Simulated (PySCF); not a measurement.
# C8H12Si (SMILES Cc1ccc(C[SiH3])cc1): what the fields show

```xyz
21

C     3.3867    0.4812    0.4759
C     1.9625    0.1362    0.1589
C     1.3289    0.6731   -0.9544
C     0.0107    0.3684   -1.2361
C    -0.7163   -0.4854   -0.4154
C    -2.1488   -0.7885   -0.7009
Si   -3.2843    0.4857    0.1560
C    -0.0833   -1.0173    0.7014
C     1.2350   -0.7133    0.9825
H     3.8743   -0.3341    1.0061
H     3.9456    0.6954   -0.4325
H     3.4249    1.3668    1.1120
H     1.8753    1.3373   -1.6097
H    -0.4628    0.7934   -2.1105
H    -2.3277   -0.7681   -1.7766
H    -2.3964   -1.7900   -0.3467
H    -2.9695    1.8241   -0.3448
H    -4.6762    0.1479   -0.1525
H    -3.0645    0.4308    1.6016
H    -0.6308   -1.6835    1.3540
H     1.7078   -1.1433    1.8545
```

Geometry: GFN2-xTB.

Computed with PySCF, PBE0/pcSseg-1, SCF density, gas phase, non-relativistic.

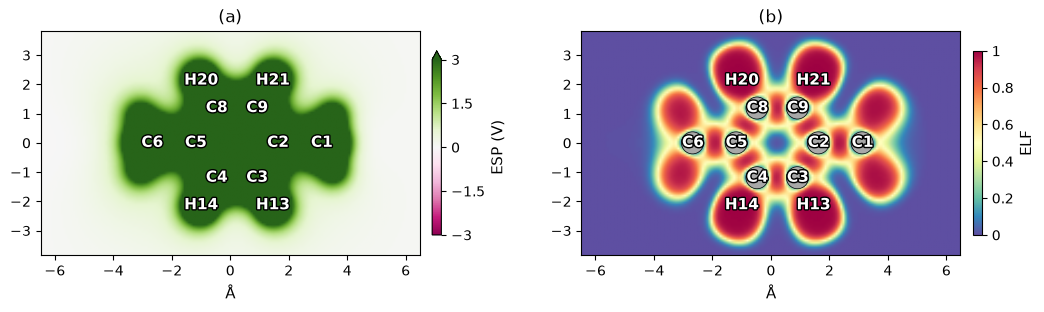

Figure 1. (a) molecular electrostatic potential; (b) electron localisation function on the plane of atoms C2, C3 and C4. Grey discs cover the atomic cores in the ELF map.

Interpret the plot.

Atoms in the plane: C and H. C–C (1.38 Å): the ELF peaks at about 0.95 between the atoms, as expected for a covalent bond. C–H (1.08 Å): the ELF climbs to about 1 towards the hydrogen, as it does in any bond to H; a covalent bond by its length. C–C (1.49 Å): the ELF peaks at about 0.95 between the atoms; a shared electron pair. The potential has no marked negative region in this plane.

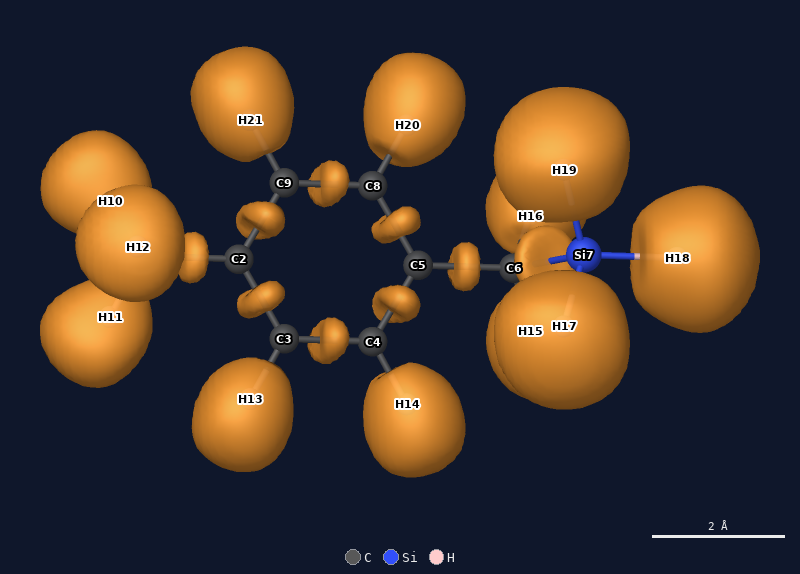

Figure 2. Isosurface of the electron localisation function at 0.85 (orange), seen across its widest extent. Core shells and regions of very low density are left out.

What do the ELF domains correspond to?

The surface consists of eight regions between bonded C–C atoms (shared pairs), one region between bonded C–Si atoms (shared pairs) and twelve regions around hydrogen nuclei. Along the contacts the grid gives the following. C–Si (1.91 Å): the ELF peaks at about 0.95 between the atoms: a covalent bond.

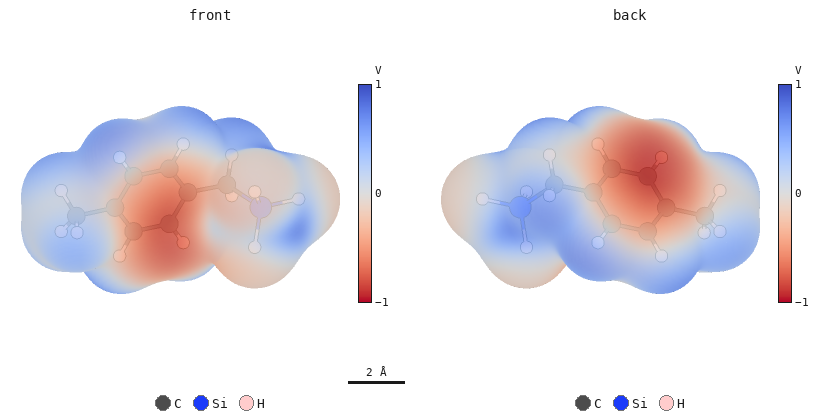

Figure 3. The molecular electrostatic potential painted on the density surface at 0.001 e/bohr³, seen from the front and from behind; red is negative and blue positive.

Where is the surface potential most negative and most positive?

The most negative region (about −0.9 V) lies over the π face of the C atoms, the most positive (about +0.6 V) over the H and Si atoms.

What dipole moment does the calculation give?

Its dipole moment is 0.36 D.
